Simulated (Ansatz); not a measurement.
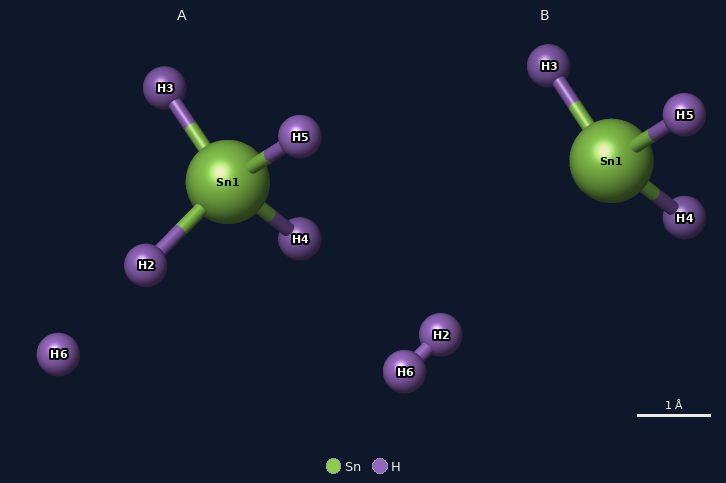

Two geometries of SnH5 (multiplicity 2), drawn at one scale. One is the start of a relaxation, the other its converged end. Style: ball-and-stick. Shown from a free direction.

All numbers below come from UKS PBE/def2-SVP (Ansatz 0.2.0). (collinear spin; force threshold 0.03 eV/Å; at most 50 steps)

Which one is relaxed?

Structure B is the relaxed one. The run prepares an end point of a later path (reaction) calculation, from a guessed geometry. The atom that moves furthest after the best rigid fit is H2 (1.45 Å). By element the largest moves are H 1.45 Å, Sn 0.44 Å. Near-neighbour distances that change, for instance: Sn1–H2 1.743 → 3.630 Å, H2–H6 1.860 → 0.770 Å, Sn1–H3 1.729 → 1.741 Å. New bonds form, among them: H2–H6 (1.86 → 0.77 Å). Bonds break, among them: Sn1–H2 (1.74 → 3.63 Å). Over 15 accepted moves (16 points after the start) the energy falls by 1.180 eV. Largest force component: 0.043 eV/Å at the start, 0.0016 eV/Å at the end. The line search rejected the trial step at point 11 of the run. Cost: 28 s on 1 thread of Arm Neoverse V1 (shared host), peak memory 0.11 GiB.
